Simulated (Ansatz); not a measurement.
# YVO4 (I4_1/amd): spin-orbit coupling beyond the local functionals

Aim: the spin-orbit change of the gap of YVO4 (I4_1/amd).

Program: Ansatz 0.2.0. Level of theory: density functionals with and without spin-orbit coupling, plane waves, PAW. Results are calculated unless marked as measured.

In doubt: the elements are of a kind flagged for part-filled d or f shells, though by formal charges that shell is empty here, so the flag may not apply.

## (1) Starting point

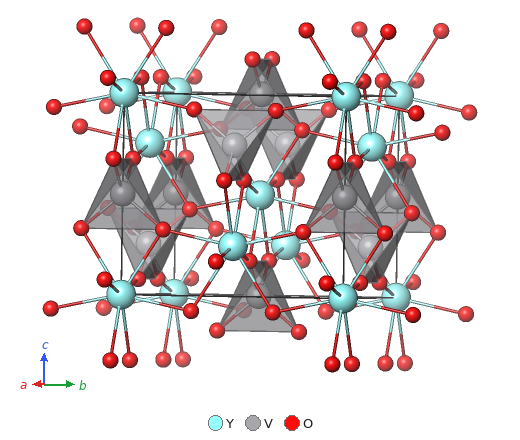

The cell as given, slightly off an axis (yttrium teal, vanadium grey, oxygen red). This picture shows the conventional cell, with its axes. Some periodic images of atoms are drawn too.

The cell and positions come from the Crystallography Open Database and are kept as given unless a step says otherwise. The default PAW set here is soft_2. Its files were made with PBE.

## (2) HSE06, 4×4×4 mesh

This step: DFT, HSE06, plane waves, PAW.

input.yaml

```yaml
crystal:
  lattice:
    - [-3.55915, 3.55915, 3.14465]
    - [3.55915, -3.55915, 3.14465]
    - [3.55915, 3.55915, -3.14465]
  atoms:
    - { symbol: "Y", position: [0.75, 0.25, 0.5] }
    - { symbol: "Y", position: [0.0, 0.0, 0.0] }
    - { symbol: V, position: [0.5, 0.5, 0.0] }
    - { symbol: V, position: [0.25, 0.75, 0.5] }
    - { symbol: O, position: [0.51, 0.3258, 0.1842] }
    - { symbol: O, position: [0.0758, 0.3916, 0.3158] }
    - { symbol: O, position: [0.1416, 0.3258, 0.8158] }
    - { symbol: O, position: [0.0758, 0.76, 0.6842] }
    - { symbol: O, position: [0.24, 0.9242, 0.3158] }
    - { symbol: O, position: [0.6742, 0.49, 0.8158] }
    - { symbol: O, position: [0.6084, 0.9242, 0.6842] }
    - { symbol: O, position: [0.6742, 0.8584, 0.1842] }
kpoints:
  mp_grid: { grid: [4, 4, 4] }
  band_path:
    path:
      - [0.0, 0.0, 0.0]
      - [0.0, 0.0, 0.5]
      - [-0.5, 0.5, 0.5]
      - [0.44516056, 0.44516056, -0.44516056]
      - [-0.44516056, 0.55483944, 0.44516056]
      - [0.25, 0.25, 0.25]
      - [0.0, 0.5, 0.0]
      - [0.044516056, 0.044516056, -0.044516056]
    npoints: 1
hamiltonian:
  xc: hse06
scf:
  occupations: { method: fixed }
  n_extra_bands: 8
output:
  eigenvalues: true
```

Command:

```bash
ansatz run input.yaml --threads 3 --pin off --max-ram 92160MiB --backend cuda --events-out ev --progress --plain --runs-dir out --devices 1 --max-vram 13GiB
```

Numbers of over 12 decimals in the logs are rounded to 6 here.

The program printed:

```text
scf.n_extra_bands = 8 over 48 filled bands (N_el = 96.0): the run solves 56 bands
GPUs: using 1 of 1 available (devices: 1).
Engine: ansatz 0.2.0, x86_64-unknown-linux-gnu
Pseudopotentials: kind: paw
Pseudopotential: Y, paw, valence charge 11, recommended cutoff 420 eV (normal), Y.paw.azcp
Pseudopotential: V, paw, valence charge 13, recommended cutoff 420 eV (normal), V.paw.azcp
Pseudopotential: O, paw, valence charge 6, recommended cutoff 420 eV (normal), O.paw.azcp
Functional definition: HSE06
  parameter a = 0.25
  parameter omega = 0.11/bohr
  exchange = pbe_x - a*pbe_x_sr(omega) + a*exact_x_sr(omega)
  correlation = pbe_c
davidson cushion auto → on  (no smearing: the cushion is to keep the highest requested band from converging to the state above it; pin scf.eigensolver.cushion to override)
device memory: the entry about to start is reckoned to put 3.0 GiB on a device that reports 59.6 GiB free (of which the cap on the GPU budget leaves the run 13.0 GiB)
GPU FFT provider: cuFFT
GPU libraries: cuBLAS 13.8.2, cuFFT 12.4.0, cuSOLVER 12.3.4
Crystal: 12 atoms, lattice volume = 159.340 Å³
Basis set: ecut = 420 eV, 3111 PW (Γ)
Bands: 56, of which v1, the nominal top of the filled ones, is band 48 counted from 1 (47 counted from 0)
Symmetry: 16 space group operations
Space group: I41/amd (ITA 141), of the structure as read, at distance tolerance 5.4e-5 Å
k-points: 13 of 64
Non-local potential: Y, projectors of the file, l = 0: 3, l = 1: 2, l = 2: 2, l = 3: 1
Non-local potential: V, projectors of the file, l = 0: 3, l = 1: 2, l = 2: 3, l = 3: 1
Non-local potential: O, projectors of the file, l = 0: 2, l = 1: 2, l = 2: 1
PAW form: soft (Blöchl's): semilocal exchange-correlation on the pseudo side does not see the compensation charge
PAW frozen core: Y, regenerated for the run's functional, and the local potential with it (the file was generated under x = pbe(κ = 0.804, μ = 0.219515), c = pbe(β = 0.066725))
PAW frozen core: V, regenerated for the run's functional, and the local potential with it (the file was generated under x = pbe(κ = 0.804, μ = 0.219515), c = pbe(β = 0.066725))
PAW frozen core: O, regenerated for the run's functional, and the local potential with it (the file was generated under x = pbe(κ = 0.804, μ = 0.219515), c = pbe(β = 0.066725))
PAW one-centre angular grid: Y, 590 points (default); XC on 64 Gauss nodes
PAW one-centre angular grid: V, 590 points (default); XC on 64 Gauss nodes
PAW one-centre angular grid: O, 110 points (default); XC on 96 Gauss nodes
Initial density: superposition of atomic densities (neutral atoms: chi_scale 0, normalization atom), corrected by the library's trained network
Initial wavefunctions: pseudopotential atomic-orbital guess
GPU buffer pool allocated for 64000 grid points (all kernels)
[...]
preconditioner: auto → none  [insulator: Δε(μ)=4.467 eV  Ē_g=14.349 eV  n_scr=46 (ndim 8)  ℏωp=25.6 eV  f_vac=0.079]
SCF iter   2: F=—  HF=-18079.197148 eV  |F-HF|=—  |Δ(HF+E_count)|=   8.57e-6  Δρ=1.69e-4  dr2=6.15e-5  ethr=6.74e-8  ⟨swp⟩=4.1  Hψ=2185  notcnv=0
iter 3 solved again at ethr=3.06e-9 eV; its pass at ethr=6.19e-8 eV (dr2=2.93e-6 eV) is discarded
SCF iter   3: F=—  HF=-18079.197137 eV  |F-HF|=—  |Δ(HF+E_count)|=   1.06e-5  Δρ=4.61e-5  dr2=4.17e-6  ethr=3.06e-9  ⟨swp⟩=3.2  Hψ=3451  notcnv=0
SCF iter   4: F=—  HF=-18079.197148 eV  |F-HF|=—  |Δ(HF+E_count)|=   1.02e-5  Δρ=5.21e-5  dr2=4.37e-6  ethr=3.06e-9  ⟨swp⟩=4.8  Hψ=2255  notcnv=0
SCF iter   5: F=—  HF=-18079.197147 eV  |F-HF|=—  |Δ(HF+E_count)|=   8.69e-7  Δρ=7.78e-6  dr2=2.16e-7  ethr=3.06e-9  ⟨swp⟩=3.0  Hψ=1724  notcnv=0
SCF iter   6: F=—  HF=-18079.197147 eV  |F-HF|=—  |Δ(HF+E_count)|=   7.45e-7  Δρ=2.12e-5  dr2=8.75e-7  ethr=1.01e-10  ⟨swp⟩=5.5  Hψ=2307  notcnv=0
SCF iter   7: F=-18079.197147 eV  HF=-18079.197147 eV  |F-HF|=1.28e-8  |Δ(HF+E_count)|=   1.44e-7  Δρ=2.56e-6  dr2=1.67e-8  ethr=1.01e-10  ⟨swp⟩=4.0  Hψ=2293  notcnv=0
SCF 3 converged in 7 iterations: F = -18079.197147 eV  dr2 = 1.67e-8
hybrid outer 2: dexx = +1.236e-5 eV, tail = 1.42e-7 eV, Δε = 4.08e-3 eV (about 9.57e-5 eV left of the loop's levels)
device memory: the entry about to start is reckoned to put 1.1 GiB on a device that reports 66.1 GiB free (of which the cap on the GPU budget leaves the run 13.0 GiB)
NSCF: frozen V_eff on 8 k-points
hybrid SCF converged: 2 outer / 14 inner (+3 warm-up), last move |dexx| = 1.24e-5 eV, tail = 1.42e-7 eV
Stability not checked: this state was not tested for a lower state beside it, because the functional holds exact exchange (a hybrid, or Hartree-Fock), whose exchange loop this test does not read (fock_operator; see scf.lower_state_search)
Free energy (F): -18079.197147 eV
Frozen-core exchange: fock
Harris-Foulkes:  -18079.197147 eV  (|F-HF|=1.28e-8)
Internal energy: -18079.197147 eV  (E = F + TS)
E sigma→0 (E₀):  -18079.197147 eV
Fermi energy:    5.219797 eV
--- Per-component energies (eV) ---
  E_band       = -1063.766111
  E_kinetic    = 2692.753197
  E_local      = -7269.184308  (includes V_loc(G=0)·N_el)
  E_nonlocal   = 364.135600
  E_hartree    = 2803.024927
  E_xc         = -962.263063
  E_vxc        = -1180.993464  (∫ρ·V_xc dr)
  E_exx        = -301.926273  (= α·E_x^exact, valence–valence)
  E_paw        = -9070.830837  (= ΣΔE_a)
  E_vpaw       = -672.689527  (= ΣTr[D̂ρ^β])
  E_aug_tail   = 0.020099  (compensation charges beyond the density's cutoff)
  E_ewald      = -6333.590677
  E_core_change = -1.335812  (= ΣΔE_core)
  E_smearing   = -0.000000  (= −TS)
  E_closure    = 0.000000  (closes the sum)
  Σ components = -18079.197147   (vs F -18079.197147, Δ=3.64e-12)
--- Band table (eV; the first three rows and the last of 13) ---
  k-point 0: bands = [... 44 lower, 4.7874, 4.8122, 4.8122, 5.2198, 9.6898, 10.5154, 10.7260, 10.7284, ... 4 higher]
  k-point 1: bands = [... 44 lower, 4.6198, 4.6765, 4.8144, 5.0800, 9.9571, 10.5135, 10.6187, 10.8052, ... 4 higher]
  k-point 2: bands = [... 44 lower, 4.3964, 4.3964, 4.8314, 4.8314, 10.4604, 10.4604, 10.6151, 10.6151, ... 4 higher]
  k-point 12: bands = [... 44 lower, 4.3666, 4.3666, 4.6259, 4.6259, 10.5402, 10.5402, 10.7919, 10.7919, ... 4 higher]
```

It took 53 s on 1 × NVIDIA H100 80GB HBM3 (shared by 6 runs) with 3 threads of AMD EPYC 7R13 (Zen 3), shared host; peak memory 1.7 GiB.

This step gave:

* gap: 4.470 eV
* valence top at: k = (0.045, 0.045, -0.045)
* conduction bottom at: Γ
* least direct gap: 4.470 eV
* exact-exchange fraction: 0.25

The gap is indirect, with the least direct gap 0.001 eV higher.

## (3) HSE06+SOC, 4×4×4 mesh

Spin-orbit coupling can split or shift the edges; a non-collinear run measures by how much.

This step: DFT, HSE06 with spin-orbit coupling, plane waves, PAW.

Edit input.yaml of step 2 so:

```diff
@@ -35,3 +35,6 @@
   occupations: { method: fixed }
-  n_extra_bands: 8
+  n_extra_bands: 16
+magnetization:
+  noncollinear: true
+  spin_orbit: true
 output:
```

The program printed:

```text
[...]
GPUs: using 1 of 1 available (devices: 1).
[...]
non-collinear run that drives no moment, with spin-orbit: no starting moment large enough to seed its density (crystal.atoms[].spin), no starting occupations that ask for one, no magnetisation constraint and no magnetic field, so the semilocal B_xc is pinned to zero
[...]
GPU FFT provider: cuFFT
GPU libraries: cuBLAS 13.8.2, cuFFT 12.4.0, cuSOLVER 12.3.4
Crystal: 12 atoms, lattice volume = 159.340 Å³
Basis set: ecut = 420 eV, 3111 PW (Γ)
Bands: 112, of which v1, the nominal top of the filled ones, is band 96 counted from 1 (95 counted from 0)
Symmetry: 16 space group operations + 16 with time reversal
[...]
k-points: 13 of 64
Projection manifold: j_resolved (fully-relativistic pseudo-atomic orbitals)
[...]
GPU buffer pool allocated for 64000 grid points (all kernels)
[...]
SCF iter   1: F=—  HF=-18081.227370 eV  |F-HF|=—  |Δ(HF+E_count)|=         —  Δρ=5.22e-2  dr2=5.16e0  dr2_m=0.00e0 (ungated)  ethr=1.00e-1  |M|=0.00e0 ∫|m|=0.00e0 μB  |m|>n=0.0e0 m-floor=0.0e0 τ_xc=0.0e0  β_m=0.30  ⟨swp⟩=3.0  Hψ=5778  notcnv=0
[...]
SCF iter   6: F=-18080.098201 eV  HF=-18080.098751 eV  |F-HF|=5.50e-4  |Δ(HF+E_count)|=   7.15e-3  Δρ=7.12e-4  dr2=6.07e-4  dr2_m=0.00e0 (ungated)  ethr=1.62e-5  |M|=0.00e0 ∫|m|=0.00e0 μB  |m|>n=0.0e0 m-floor=0.0e0 τ_xc=0.0e0  ⟨swp⟩=4.0  Hψ=3978  notcnv=0
SCF 1 stopped early in 6 iterations: F = -18080.098201 eV  dr2 = 6.07e-4
[...]
GPU FFT provider: cuFFT
GPU libraries: cuBLAS 13.8.2, cuFFT 12.4.0, cuSOLVER 12.3.4
Projection manifold: j_resolved (fully-relativistic pseudo-atomic orbitals)
[...]
GPU buffer pool allocated for 64000 grid points (all kernels)
[...]
Frozen-core exchange: fock
SCF iter   1: F=—  HF=-18077.509388 eV  |F-HF|=—  |Δ(HF+E_count)|=         —  Δρ=3.34e-2  dr2=2.56e0  dr2_m=0.00e0 (ungated)  ethr=6.32e-6  |M|=0.00e0 ∫|m|=0.00e0 μB  |m|>n=0.0e0 m-floor=0.0e0 τ_xc=0.0e0  β_m=0.30  ⟨swp⟩=7.9  Hψ=7707  notcnv=0
[...]
SCF iter  10: F=-18077.118319 eV  HF=-18077.118322 eV  |F-HF|=2.21e-6  |Δ(HF+E_count)|=   2.32e-4  Δρ=3.77e-5  dr2=9.37e-6  dr2_m=0.00e0 (ungated)  ethr=2.15e-7  |M|=0.00e0 ∫|m|=0.00e0 μB  |m|>n=0.0e0 m-floor=0.0e0 τ_xc=0.0e0  ⟨swp⟩=5.0  Hψ=4380  notcnv=0
SCF 2 stopped early in 10 iterations: F = -18077.118319 eV  dr2 = 9.37e-6
hybrid outer 1: dexx = +7.441e-2 eV, tail = 2.34e-4 eV
GPU FFT provider: cuFFT
GPU libraries: cuBLAS 13.8.2, cuFFT 12.4.0, cuSOLVER 12.3.4
Projection manifold: j_resolved (fully-relativistic pseudo-atomic orbitals)
GPU buffer pool allocated for 64000 grid points (all kernels)
[...]
Frozen-core exchange: fock
SCF iter   1: F=—  HF=-18077.117657 eV  |F-HF|=—  |Δ(HF+E_count)|=         —  Δρ=1.55e-4  dr2=4.10e-5  dr2_m=0.00e0 (ungated)  ethr=1.22e-6  |M|=0.00e0 ∫|m|=0.00e0 μB  |m|>n=0.0e0 m-floor=0.0e0 τ_xc=0.0e0  β_m=0.30  ⟨swp⟩=3.0  Hψ=3419  notcnv=0
[...]
SCF iter   4: F=-18077.117658 eV  HF=-18077.117658 eV  |F-HF|=2.20e-8  |Δ(HF+E_count)|=   2.59e-7  Δρ=5.81e-6  dr2=6.16e-8  dr2_m=0.00e0 (ungated)  ethr=5.40e-10  |M|=0.00e0 ∫|m|=0.00e0 μB  |m|>n=0.0e0 m-floor=0.0e0 τ_xc=0.0e0  ⟨swp⟩=4.0  Hψ=4390  notcnv=0
SCF 3 converged in 4 iterations: F = -18077.117658 eV  dr2 = 6.16e-8
[...]
NSCF: frozen V_eff on 8 k-points
[...]
Magnetization: |M| = 0.0000 μB,  M = (+0.0000, +0.0000, +0.0000) μB
Absolute magnetization: 0.0000 μB (∫|m|)
  site 0: m = (+0.0000, +0.0000, +0.0000) μB, |m| = 0.0000 μB  (R = 0.95 Å)
  site 1: m = (+0.0000, +0.0000, +0.0000) μB, |m| = 0.0000 μB  (R = 0.95 Å)
  site 2: m = (+0.0000, +0.0000, +0.0000) μB, |m| = 0.0000 μB  (R = 0.70 Å)
  site 3: m = (+0.0000, +0.0000, +0.0000) μB, |m| = 0.0000 μB  (R = 0.70 Å)
  site 4: m = (+0.0000, +0.0000, +0.0000) μB, |m| = 0.0000 μB  (R = 0.70 Å)
  site 5: m = (+0.0000, +0.0000, +0.0000) μB, |m| = 0.0000 μB  (R = 0.70 Å)
  site 6: m = (+0.0000, +0.0000, +0.0000) μB, |m| = 0.0000 μB  (R = 0.70 Å)
  site 7: m = (+0.0000, +0.0000, +0.0000) μB, |m| = 0.0000 μB  (R = 0.70 Å)
  site 8: m = (+0.0000, +0.0000, +0.0000) μB, |m| = 0.0000 μB  (R = 0.70 Å)
  site 9: m = (+0.0000, +0.0000, +0.0000) μB, |m| = 0.0000 μB  (R = 0.70 Å)
  site 10: m = (+0.0000, +0.0000, +0.0000) μB, |m| = 0.0000 μB  (R = 0.70 Å)
  site 11: m = (+0.0000, +0.0000, +0.0000) μB, |m| = 0.0000 μB  (R = 0.70 Å)
Free energy (F): -18077.117659 eV
Frozen-core exchange: fock
[...]
Internal energy: -18077.117659 eV  (E = F + TS)
E sigma→0 (E₀):  -18077.117659 eV
Fermi energy:    5.220675 eV
[...]
--- Band table (eV; the first three rows and the last of 13) ---
  k-point 0: bands = [... 92 lower, 4.8210, 4.8210, 5.2207, 5.2207, 9.6906, 9.6906, 10.5162, 10.5162, ... 12 higher]
  k-point 1: bands = [... 92 lower, 4.8151, 4.8151, 5.0808, 5.0808, 9.9578, 9.9578, 10.5141, 10.5141, ... 12 higher]
  k-point 2: bands = [... 92 lower, 4.8321, 4.8321, 4.8321, 4.8321, 10.4607, 10.4607, 10.4607, 10.4607, ... 12 higher]
  k-point 12: bands = [... 92 lower, 4.6272, 4.6272, 4.6272, 4.6272, 10.5406, 10.5406, 10.5406, 10.5406, ... 12 higher]
```

It took 3.1 min on 1 × NVIDIA H100 80GB HBM3 (shared by 6 runs) with 3 threads; peak memory 3.4 GiB.

Numbers from this step:

```yaml
gap: 4.469 eV
valence_top_at: k = (0.045, 0.045, -0.045)
conduction_bottom_at: Γ
least_direct_gap: 4.470 eV
exact_exchange_fraction: 0.25
```

The gap is that of HSE06.

## (4) Together

Times are wall times on 1 × NVIDIA H100 80GB HBM3 (shared by 6 runs) with 3 threads of AMD EPYC 7R13 (Zen 3), shared host, good to a factor of about two.

```tsv
level	gap (eV)	with coupling (eV)	change (eV)	time	with coupling
HSE06	4.47	4.47	−0.0001	53 s	3.1 min
```

## (5) Outcome

| Property | Result |
| --- | --- |
| HSE06 | 4.47 eV |
| HSE06+SOC | 4.47 eV |

Spin-orbit coupling changes the gap by −0.0001 eV and the least direct gap by −0.0001 eV. The runs have no spin polarisation. For a closed low-spin shell that is the natural state; where a d or f shell is open it is a constraint, and the gap is then not the crystal's own.

[Paths, hosts, dates, memory and timing lines, banners, echoed tables and standing remarks are left out of the program output.]

[Logs are printed without paths, hosts, clocks, repeated set-up lines and the standing remarks that a program may print on its own settings, such as how far it seeks lower states.]

[Runs of the session that timed out or met a known fault of the program may be left out.]

[Cells called generated may have been cut or substituted from an entry of the Crystallography Open Database or the Materials Project.]

[Hosts, paths, dates, database ids (printed as entryN), source tags and the programs' standing remarks are cut or masked in the printed files.]
